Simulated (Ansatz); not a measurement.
# C9H21Al: single points with varied inputs, part 1 of 2

How do the results and run time of C9H21Al respond when the settings are drawn wide?

The runs use Ansatz 0.2.0, Gaussian basis; the settings change from run to run.

1 further run of the same task is left out (it didn't finish).

**1. The relaxed structure**

The structure was relaxed beforehand with PBE0-D4 in a triple-zeta def2 set.

SMILES `C[CH](C)[Al]([CH](C)C)[CH](C)C`, 31 atoms, charge 0, spin multiplicity 1.

Atoms are counted from 1 here; the program's logs count them from 0.

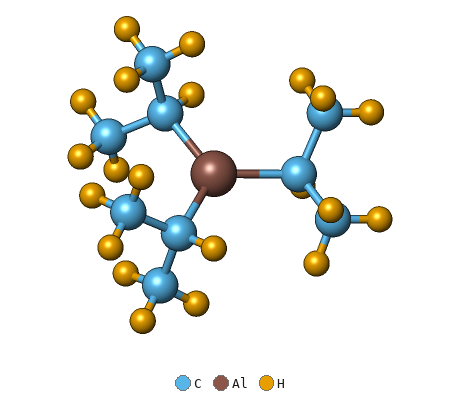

The geometry (carbon blue, aluminium brown, hydrogen amber).

Coordinates:

```xyz
31

C     0.2407   -2.0103    1.9190
C     0.9169   -0.7333    1.4065
C     1.0089    0.3082    2.5180
Al   -0.0254   -0.1440   -0.2316
C    -1.5976    1.0562   -0.1368
C    -2.6057    0.6815    0.9476
C    -1.1322    2.5050    0.0394
C     0.5733   -0.7763   -2.0092
C     0.6848    0.3854   -2.9997
C     1.8557   -1.6026   -1.9850
H     0.2207   -2.8069    1.1672
H    -0.7947   -1.8250    2.2260
H     0.7607   -2.4142    2.7973
H     1.9383   -1.0028    1.1048
H     1.5235   -0.0919    3.4014
H     0.0185    0.6340    2.8508
H     1.5537    1.2040    2.2055
H    -2.1051    0.9885   -1.1092
H    -3.4546    1.3776    0.9640
H    -2.1562    0.7095    1.9452
H    -3.0163   -0.3232    0.8074
H    -0.4648    2.8324   -0.7649
H    -1.9819    3.2000    0.0523
H    -0.5974    2.6456    0.9849
H    -0.2409   -1.4270   -2.3672
H     0.9240    0.0321   -4.0107
H    -0.2412    0.9640   -3.0687
H     1.4823    1.0817   -2.7163
H     2.7069   -1.0112   -1.6311
H     2.1198   -1.9717   -2.9843
H     1.7773   -2.4725   -1.3265
```

**2. PBE-QIDH/def2-TZVPP**

Options: unrestricted orbitals, high accuracy, the search for lower states set to light.

The input, in.yaml:

```yaml
crystal:
  periodic: [false, false, false]
  atoms:
    - {symbol: C, position_ang: [0.240687, -2.010310, 1.918981]}
    - {symbol: C, position_ang: [0.916876, -0.733350, 1.406503]}
    - {symbol: C, position_ang: [1.008873, 0.308202, 2.517966]}
    - {symbol: Al, position_ang: [-0.025371, -0.143993, -0.231604]}
    - {symbol: C, position_ang: [-1.597554, 1.056158, -0.136794]}
    - {symbol: C, position_ang: [-2.605718, 0.681492, 0.947568]}
    - {symbol: C, position_ang: [-1.132165, 2.505031, 0.039362]}
    - {symbol: C, position_ang: [0.573332, -0.776323, -2.009226]}
    - {symbol: C, position_ang: [0.684837, 0.385422, -2.999714]}
    - {symbol: C, position_ang: [1.855736, -1.602580, -1.985015]}
    - {symbol: H, position_ang: [0.220705, -2.806904, 1.167195]}
    - {symbol: H, position_ang: [-0.794715, -1.824998, 2.225992]}
    - {symbol: H, position_ang: [0.760655, -2.414231, 2.797266]}
    - {symbol: H, position_ang: [1.938286, -1.002819, 1.104792]}
    - {symbol: H, position_ang: [1.523549, -0.091888, 3.401389]}
    - {symbol: H, position_ang: [0.018464, 0.634046, 2.850786]}
    - {symbol: H, position_ang: [1.553686, 1.203956, 2.205476]}
    - {symbol: H, position_ang: [-2.105063, 0.988520, -1.109224]}
    - {symbol: H, position_ang: [-3.454575, 1.377579, 0.964026]}
    - {symbol: H, position_ang: [-2.156211, 0.709519, 1.945208]}
    - {symbol: H, position_ang: [-3.016342, -0.323160, 0.807433]}
    - {symbol: H, position_ang: [-0.464752, 2.832419, -0.764941]}
    - {symbol: H, position_ang: [-1.981855, 3.200003, 0.052256]}
    - {symbol: H, position_ang: [-0.597391, 2.645552, 0.984892]}
    - {symbol: H, position_ang: [-0.240873, -1.426957, -2.367214]}
    - {symbol: H, position_ang: [0.924007, 0.032119, -4.010716]}
    - {symbol: H, position_ang: [-0.241169, 0.963953, -3.068658]}
    - {symbol: H, position_ang: [1.482285, 1.081718, -2.716336]}
    - {symbol: H, position_ang: [2.706925, -1.011196, -1.631116]}
    - {symbol: H, position_ang: [2.119837, -1.971698, -2.984289]}
    - {symbol: H, position_ang: [1.777317, -2.472487, -1.326550]}
basis:
  gaussian: {orbitals: def2-TZVPP}
magnetization: {spin_polarized: true, initial_magnetization: 0}
hamiltonian: {xc: {name: PBE-QIDH}}
accuracy: high
scf: {lower_state_search: light}
output: {forces: true}
```

Command:

```bash
> ansatz run in.yaml --threads 4 --pin off --events-out ev --progress --plain --max-ram 41984MiB --backend cuda --devices 0, --max-vram 37GiB
```

The log of the run, shortened:

```text
Functional definition: PBE-QIDH
  name "PBE-QIDH"
  cite "Brémond, Sancho-García, Pérez-Jiménez & Adamo, J. Chem. Phys. 141, 031101 (2014) doi:10.1063/1.4890314"
  cite "Perdew, Burke & Ernzerhof, Phys. Rev. Lett. 77, 3865 (1996) doi:10.1103/PhysRevLett.77.3865"
[...]
11362 factors; integrals over basis functions are off by at most 2.7e-7 eV
[...]
mean field -16241.06527957 eV, -596.8481404349 hartree, gradient 1.7e-8 eV, S^2 0.000000; 0 other end points of the search recorded, 0 dependent functions left out
14 core orbitals not correlated: weight in the atoms' cores, before any rotation towards them, 1.000 or more for the frozen orbitals, at most 0.000 for the correlated occupied ones
reference -16241.06528149 eV, -596.8481405052 hartree; 30, 30 occupied and 571, 571 virtual orbitals, 11362 factors
second order -51.36853407 eV of doubles, -0.00000000 eV of singles
[...]
Total energy: -16258.18812617 eV, -597.4773934412 hartree
Atom 0 at     0.240687    -2.010310     1.918981 Å, force    -0.024594    -0.086604     0.090434 eV/Å
Atom 1 at     0.916876    -0.733350     1.406503 Å, force     0.092459    -0.028283    -0.036275 eV/Å
Atom 2 at     1.008873     0.308202     2.517966 Å, force     0.008899     0.040982     0.114595 eV/Å
Atom 3 at    -0.025371    -0.143993    -0.231604 Å, force     0.004203     0.002848     0.003567 eV/Å
[...]
Atom 15 at     0.018464     0.634046     2.850786 Å, force     0.151951    -0.061107    -0.064731 eV/Å
Atom 16 at     1.553686     1.203956     2.205476 Å, force    -0.086790    -0.148860     0.043644 eV/Å
Atom 17 at    -2.105063     0.988520    -1.109224 Å, force     0.067647     0.024252     0.159279 eV/Å
Atom 18 at    -3.454575     1.377579     0.964026 Å, force     0.148920    -0.113898    -0.010228 eV/Å
Atom 19 at    -2.156211     0.709519     1.945208 Å, force    -0.057438    -0.001585    -0.168152 eV/Å
Atom 20 at    -3.016342    -0.323160     0.807433 Å, force     0.070373     0.162570     0.015868 eV/Å
Atom 21 at    -0.464752     2.832419    -0.764941 Å, force    -0.106871    -0.060269     0.126037 eV/Å
Atom 22 at    -1.981855     3.200003     0.052256 Å, force     0.139997    -0.126399    -0.002190 eV/Å
Atom 23 at    -0.597391     2.645552     0.984892 Å, force    -0.085450    -0.038471    -0.146018 eV/Å
Atom 24 at    -0.240873    -1.426957    -2.367214 Å, force     0.139396     0.100802     0.039515 eV/Å
Atom 25 at     0.924007     0.032119    -4.010716 Å, force    -0.039655     0.051613     0.177115 eV/Å
Atom 26 at    -0.241169     0.963953    -3.068658 Å, force     0.144456    -0.098461     0.020184 eV/Å
Atom 27 at     1.482285     1.081718    -2.716336 Å, force    -0.125873    -0.120250    -0.035386 eV/Å
Atom 28 at     2.706925    -1.011196    -1.631116 Å, force    -0.147237    -0.084896    -0.055670 eV/Å
Atom 29 at     2.119837    -1.971698    -2.984289 Å, force    -0.053547     0.068579     0.167539 eV/Å
Atom 30 at     1.777317    -2.472487    -1.326550 Å, force     0.004088     0.144712    -0.103242 eV/Å
Dipole moment:    -0.010426    -0.025102    -0.030459 e Å
```

Wall time 55 s (1 × H100 (card shared with other runs) with 4 threads of AMD EPYC 7R13, shared host); peak host memory 20 GiB.

Largest force 0.189 eV/Å, dipole 0.20 D, ⟨S²⟩ 0.000.

**3. r2SCAN0/def2-mTZVP**

Set apart from the defaults: D3(BJ) with three-body dispersion.

in.yaml, as its differences from that of step 2:

```diff
@@ -35,7 +35,4 @@
 basis:
-  gaussian: {orbitals: def2-TZVPP}
-magnetization: {spin_polarized: true, initial_magnetization: 0}
-hamiltonian: {xc: {name: PBE-QIDH}}
-accuracy: high
-scf: {lower_state_search: light}
+  gaussian: {orbitals: def2-mTZVP}
+hamiltonian: {xc: {name: r2SCAN0}, dispersion: d3bjatm}
 output: {forces: true}
```

Command:

```bash
> ansatz run in.yaml --threads 4 --pin off --events-out ev --progress --plain --max-ram 41984MiB --backend cpu
```

The log of the run:

```text
Functional definition: r2SCAN0
  name "r2SCAN0"
  cite "Bursch, Neugebauer, Ehlert & Grimme, J. Chem. Phys. 156, 134105 (2022) doi:10.1063/5.0086040"
  cite "Furness, Kaplan, Ning, Perdew & Sun, J. Phys. Chem. Lett. 11, 8208 (2020) doi:10.1021/acs.jpclett.0c02405"
  cite "Furness, Kaplan, Ning, Perdew & Sun, J. Phys. Chem. Lett. 11, 9248 (2020) doi:10.1021/acs.jpclett.0c03077"
  parent r2scan
  parameter a = 0.25
  parameter k0 = 0.174
  parameter k1 = 0.065
  parameter a1 = 4.9479
  exchange = (1 - a)*r2scan_x(k0 = k0, k1 = k1, a1 = a1) + a*exact_x
  correlation = r2scan_c
2544 factors; integrals over basis functions are off by at most 1.1e-3 eV
mean field evaluation 1: about -16241.7542 eV, gradient 1.0e2 eV
mean field evaluation 2: about -16233.8432 eV, gradient 1.2e2 eV
mean field evaluation 4: about -16267.3182 eV, gradient 3.5e0 eV
mean field evaluation 8: about -16267.7723 eV, gradient 1.8e-1 eV
mean field evaluation 16: about -16267.7724 eV, gradient 5.7e-5 eV
mean field -16267.77236081 eV, -597.8296075675 hartree, gradient 5.7e-5 eV, S^2 0.000000; 0 other end points of the search recorded, 0 dependent functions left out
the calculation of the forces begins
reference -16267.77237623 eV, -597.8296081345 hartree; 44, 44 occupied and 212, 212 virtual orbitals, 2544 factors
Total energy: -16268.06767774 eV, -597.8404602646 hartree
Atom 0 at     0.240687    -2.010310     1.918981 Å, force    -0.025564    -0.043684     0.044755 eV/Å
Atom 1 at     0.916876    -0.733350     1.406503 Å, force     0.050461     0.005663    -0.071108 eV/Å
Atom 2 at     1.008873     0.308202     2.517966 Å, force    -0.000980     0.024824     0.066722 eV/Å
Atom 3 at    -0.025371    -0.143993    -0.231604 Å, force     0.013179     0.023774     0.032293 eV/Å
Atom 4 at    -1.597554     1.056158    -0.136794 Å, force     0.006168    -0.048052    -0.075217 eV/Å
Atom 5 at    -2.605718     0.681492     0.947568 Å, force    -0.045968     0.011550     0.053327 eV/Å
Atom 6 at    -1.132165     2.505031     0.039362 Å, force    -0.000843     0.062503     0.024327 eV/Å
Atom 7 at     0.573332    -0.776323    -2.009226 Å, force    -0.075054    -0.030589     0.033488 eV/Å
Atom 8 at     0.684837     0.385422    -2.999714 Å, force     0.019556     0.036634    -0.049790 eV/Å
Atom 9 at     1.855736    -1.602580    -1.985015 Å, force     0.059980    -0.021282    -0.018433 eV/Å
Atom 10 at     0.220705    -2.806904     1.167195 Å, force     0.005615     0.090931     0.099055 eV/Å
Atom 11 at    -0.794715    -1.824998     2.225992 Å, force     0.132332    -0.022787    -0.031702 eV/Å
Atom 12 at     0.760655    -2.414231     2.797266 Å, force    -0.071909     0.046761    -0.113737 eV/Å
Atom 13 at     1.938286    -1.002819     1.104792 Å, force    -0.091082     0.007935     0.069943 eV/Å
Atom 14 at     1.523549    -0.091888     3.401389 Å, force    -0.064964     0.056263    -0.110046 eV/Å
Atom 15 at     0.018464     0.634046     2.850786 Å, force     0.128869    -0.045120    -0.042740 eV/Å
Atom 16 at     1.553686     1.203956     2.205476 Å, force    -0.064309    -0.113067     0.042309 eV/Å
Atom 17 at    -2.105063     0.988520    -1.109224 Å, force     0.019237     0.039439     0.105481 eV/Å
Atom 18 at    -3.454575     1.377579     0.964026 Å, force     0.105327    -0.092846     0.001200 eV/Å
Atom 19 at    -2.156211     0.709519     1.945208 Å, force    -0.058277    -0.000904    -0.131174 eV/Å
Atom 20 at    -3.016342    -0.323160     0.807433 Å, force     0.045014     0.126991     0.017042 eV/Å
Atom 21 at    -0.464752     2.832419    -0.764941 Å, force    -0.085684    -0.032260     0.097376 eV/Å
Atom 22 at    -1.981855     3.200003     0.052256 Å, force     0.113708    -0.084669    -0.001500 eV/Å
Atom 23 at    -0.597391     2.645552     0.984892 Å, force    -0.072422    -0.017374    -0.116203 eV/Å
Atom 24 at    -0.240873    -1.426957    -2.367214 Å, force     0.102337     0.053742    -0.018542 eV/Å
Atom 25 at     0.924007     0.032119    -4.010716 Å, force    -0.031226     0.050355     0.128735 eV/Å
Atom 26 at    -0.241169     0.963953    -3.068658 Å, force     0.114682    -0.073004     0.003513 eV/Å
Atom 27 at     1.482285     1.081718    -2.716336 Å, force    -0.097778    -0.089883    -0.038824 eV/Å
Atom 28 at     2.706925    -1.011196    -1.631116 Å, force    -0.109541    -0.073123    -0.047504 eV/Å
Atom 29 at     2.119837    -1.971698    -2.984289 Å, force    -0.030849     0.044399     0.128964 eV/Å
Atom 30 at     1.777317    -2.472487    -1.326550 Å, force     0.009986     0.106880    -0.082011 eV/Å
Dipole moment:    -0.011449    -0.027403    -0.035708 e Å
```

Run time: 12 s. Hardware: 4 threads of AMD EPYC 7R13, shared host; peak memory 1.1 GiB.

Largest force 0.144 eV/Å, dipole 0.22 D.

**4. B2GP-PLYP/def2-mTZVP**

This run has atoms shaken by 0.08 Å.

The input, in.yaml:

```yaml
crystal:
  periodic: [false, false, false]
  atoms:
    - {symbol: C, position_ang: [0.112144, -1.938101, 1.975791]}
    - {symbol: C, position_ang: [1.065338, -0.664015, 1.435913]}
    - {symbol: C, position_ang: [1.012795, 0.507424, 2.388160]}
    - {symbol: Al, position_ang: [-0.016487, -0.121530, -0.302022]}
    - {symbol: C, position_ang: [-1.672173, 1.003997, -0.208657]}
    - {symbol: C, position_ang: [-2.664635, 0.617473, 1.006269]}
    - {symbol: C, position_ang: [-1.059386, 2.452086, -0.027554]}
    - {symbol: C, position_ang: [0.466840, -0.842863, -2.032588]}
    - {symbol: C, position_ang: [0.693805, 0.292560, -3.037097]}
    - {symbol: C, position_ang: [1.877413, -1.508211, -2.074917]}
    - {symbol: H, position_ang: [0.116562, -2.948213, 1.229205]}
    - {symbol: H, position_ang: [-0.763458, -1.621277, 2.128607]}
    - {symbol: H, position_ang: [0.825907, -2.445714, 2.872335]}
    - {symbol: H, position_ang: [1.934412, -0.988316, 1.108393]}
    - {symbol: H, position_ang: [1.443209, -0.135112, 3.394468]}
    - {symbol: H, position_ang: [-0.022398, 0.620030, 2.903538]}
    - {symbol: H, position_ang: [1.599379, 1.282885, 2.281077]}
    - {symbol: H, position_ang: [-2.099419, 1.027395, -1.101991]}
    - {symbol: H, position_ang: [-3.496292, 1.326969, 1.067198]}
    - {symbol: H, position_ang: [-2.232884, 0.585284, 2.055780]}
    - {symbol: H, position_ang: [-3.110286, -0.400827, 0.734929]}
    - {symbol: H, position_ang: [-0.482878, 2.836210, -0.962469]}
    - {symbol: H, position_ang: [-1.979668, 3.158022, 0.048523]}
    - {symbol: H, position_ang: [-0.483411, 2.686562, 0.885682]}
    - {symbol: H, position_ang: [-0.236941, -1.404709, -2.370626]}
    - {symbol: H, position_ang: [0.847985, -0.079087, -3.969296]}
    - {symbol: H, position_ang: [-0.135084, 0.840314, -3.193093]}
    - {symbol: H, position_ang: [1.580350, 1.237591, -2.672663]}
    - {symbol: H, position_ang: [2.574642, -1.009528, -1.661718]}
    - {symbol: H, position_ang: [2.040436, -1.960701, -3.001613]}
    - {symbol: H, position_ang: [1.772131, -2.452839, -1.326521]}
basis:
  gaussian: {orbitals: def2-mTZVP}
hamiltonian: {xc: {name: B2GP-PLYP}}
output: {forces: true}
```

Same command.

The log of the run, shortened:

```text
Functional definition: B2GP-PLYP
  name "B2GP-PLYP"
  cite "Karton, Tarnopolsky, Lamère, Schatz & Martin, J. Phys. Chem. A 112, 12868 (2008) doi:10.1021/jp801805p"
  cite "Becke, Phys. Rev. A 38, 3098 (1988) doi:10.1103/PhysRevA.38.3098"
  cite "Lee, Yang & Parr, Phys. Rev. B 37, 785 (1988) doi:10.1103/PhysRevB.37.785"
[...]
2537 factors; integrals over basis functions are off by at most 1.1e-3 eV
[...]
mean field -16234.40090965 eV, -596.6032293574 hartree, gradient 6.8e-6 eV, S^2 0.000000; 0 other end points of the search recorded, 0 dependent functions left out
14 core orbitals not correlated: weight in the atoms' cores, before any rotation towards them, 1.000 or more for the frozen orbitals, at most 0.000 for the correlated occupied ones
reference -16234.40112095 eV, -596.6032371227 hartree; 30, 30 occupied and 212, 212 virtual orbitals, 2537 factors
[...]
Atom 21 at    -0.482878     2.836210    -0.962469 Å, force    -0.819403    -0.828422     1.622788 eV/Å
Atom 22 at    -1.979668     3.158022     0.048523 Å, force     1.516233    -0.790816    -0.162857 eV/Å
Atom 23 at    -0.483411     2.686562     0.885682 Å, force    -0.077257    -0.593113    -0.499081 eV/Å
Atom 24 at    -0.236941    -1.404709    -2.370626 Å, force    -4.296469    -3.926383    -2.361271 eV/Å
Atom 25 at     0.847985    -0.079087    -3.969296 Å, force     1.637898    -1.053984    -2.741051 eV/Å
Atom 26 at    -0.135084     0.840314    -3.193093 Å, force    -3.136273     2.289830    -0.140559 eV/Å
Atom 27 at     1.580350     1.237591    -2.672663 Å, force    -2.402983    -3.263072    -1.254374 eV/Å
Atom 28 at     2.574642    -1.009528    -1.661718 Å, force     5.062977     4.005495     2.197878 eV/Å
Atom 29 at     2.040436    -1.960701    -3.001613 Å, force     0.827029    -0.213286    -1.552438 eV/Å
Atom 30 at     1.772131    -2.452839    -1.326521 Å, force     0.532442     1.659264    -1.599836 eV/Å
Dipole moment:    -0.084975     0.024094    -0.124037 e Å
```

It took 27 s on 4 threads of AMD EPYC 7R13, shared host; peak memory 1.2 GiB.

Largest force 12.647 eV/Å, dipole 0.73 D.

**5. r2SCAN50/ANO-RCC-VTZP**

Set apart from the defaults: D3(BJ) with three-body dispersion, relativity set to scalar, the search for lower states set to full.

The input, in.yaml:

```yaml
crystal:
  periodic: [false, false, false]
  atoms:
    - {symbol: C, position_ang: [0.240687, -2.010310, 1.918981]}
    - {symbol: C, position_ang: [0.916876, -0.733350, 1.406503]}
    - {symbol: C, position_ang: [1.008873, 0.308202, 2.517966]}
    - {symbol: Al, position_ang: [-0.025371, -0.143993, -0.231604]}
    - {symbol: C, position_ang: [-1.597554, 1.056158, -0.136794]}
    - {symbol: C, position_ang: [-2.605718, 0.681492, 0.947568]}
    - {symbol: C, position_ang: [-1.132165, 2.505031, 0.039362]}
    - {symbol: C, position_ang: [0.573332, -0.776323, -2.009226]}
    - {symbol: C, position_ang: [0.684837, 0.385422, -2.999714]}
    - {symbol: C, position_ang: [1.855736, -1.602580, -1.985015]}
    - {symbol: H, position_ang: [0.220705, -2.806904, 1.167195]}
    - {symbol: H, position_ang: [-0.794715, -1.824998, 2.225992]}
    - {symbol: H, position_ang: [0.760655, -2.414231, 2.797266]}
    - {symbol: H, position_ang: [1.938286, -1.002819, 1.104792]}
    - {symbol: H, position_ang: [1.523549, -0.091888, 3.401389]}
    - {symbol: H, position_ang: [0.018464, 0.634046, 2.850786]}
    - {symbol: H, position_ang: [1.553686, 1.203956, 2.205476]}
    - {symbol: H, position_ang: [-2.105063, 0.988520, -1.109224]}
    - {symbol: H, position_ang: [-3.454575, 1.377579, 0.964026]}
    - {symbol: H, position_ang: [-2.156211, 0.709519, 1.945208]}
    - {symbol: H, position_ang: [-3.016342, -0.323160, 0.807433]}
    - {symbol: H, position_ang: [-0.464752, 2.832419, -0.764941]}
    - {symbol: H, position_ang: [-1.981855, 3.200003, 0.052256]}
    - {symbol: H, position_ang: [-0.597391, 2.645552, 0.984892]}
    - {symbol: H, position_ang: [-0.240873, -1.426957, -2.367214]}
    - {symbol: H, position_ang: [0.924007, 0.032119, -4.010716]}
    - {symbol: H, position_ang: [-0.241169, 0.963953, -3.068658]}
    - {symbol: H, position_ang: [1.482285, 1.081718, -2.716336]}
    - {symbol: H, position_ang: [2.706925, -1.011196, -1.631116]}
    - {symbol: H, position_ang: [2.119837, -1.971698, -2.984289]}
    - {symbol: H, position_ang: [1.777317, -2.472487, -1.326550]}
basis:
  gaussian: {orbitals: ANO-RCC-VTZP}
hamiltonian: {xc: {name: r2SCAN50}, dispersion: d3bjatm, pseudopotentials: {relativity: scalar}}
scf: {lower_state_search: full}
output: {forces: true}
```

Command:

```bash
> ansatz run in.yaml --threads 4 --pin off --events-out ev --progress --plain --max-ram 41984MiB --backend cuda --devices 0, --max-vram 37GiB
```

The log of the run, shortened:

```text
Functional definition: r2SCAN50
  name "r2SCAN50"
  cite "Bursch, Neugebauer, Ehlert & Grimme, J. Chem. Phys. 156, 134105 (2022) doi:10.1063/5.0086040"
  cite "Furness, Kaplan, Ning, Perdew & Sun, J. Phys. Chem. Lett. 11, 8208 (2020) doi:10.1021/acs.jpclett.0c02405"
  cite "Furness, Kaplan, Ning, Perdew & Sun, J. Phys. Chem. Lett. 11, 9248 (2020) doi:10.1021/acs.jpclett.0c03077"
  parent r2scan
[...]
3971 factors; their error is unknown
[...]
mean field -16284.64147306 eV, -598.4495360087 hartree, gradient 3.8e-5 eV, S^2 0.000000; 0 other end points of the search recorded, 0 dependent functions left out
[...]
reference -16284.64149520 eV, -598.4495368222 hartree; 44, 44 occupied and 554, 554 virtual orbitals, 3971 factors
Total energy: -16284.96560842 eV, -598.4614477633 hartree
Relativity: scalar
[...]
Atom 21 at    -0.464752     2.832419    -0.764941 Å, force    -0.201974    -0.111320     0.240427 eV/Å
Atom 22 at    -1.981855     3.200003     0.052256 Å, force     0.264724    -0.225575    -0.004635 eV/Å
Atom 23 at    -0.597391     2.645552     0.984892 Å, force    -0.161263    -0.060750    -0.278613 eV/Å
Atom 24 at    -0.240873    -1.426957    -2.367214 Å, force     0.249389     0.187771     0.087141 eV/Å
Atom 25 at     0.924007     0.032119    -4.010716 Å, force    -0.075544     0.103766     0.322611 eV/Å
Atom 26 at    -0.241169     0.963953    -3.068658 Å, force     0.278062    -0.182918     0.032766 eV/Å
Atom 27 at     1.482285     1.081718    -2.716336 Å, force    -0.238588    -0.218910    -0.073872 eV/Å
Atom 28 at     2.706925    -1.011196    -1.631116 Å, force    -0.267859    -0.166851    -0.105375 eV/Å
Atom 29 at     2.119837    -1.971698    -2.984289 Å, force    -0.091287     0.120875     0.311623 eV/Å
Atom 30 at     1.777317    -2.472487    -1.326550 Å, force     0.012736     0.271936    -0.195736 eV/Å
Dipole moment:    -0.010252    -0.025655    -0.031131 e Å
```

It took 15 s on 1 × H100 (card shared with other runs) with 4 threads of AMD EPYC 7R13, shared host; peak host memory 2.3 GiB.

Largest force 0.348 eV/Å, dipole 0.20 D.

(Continued in part 2 of 2.)
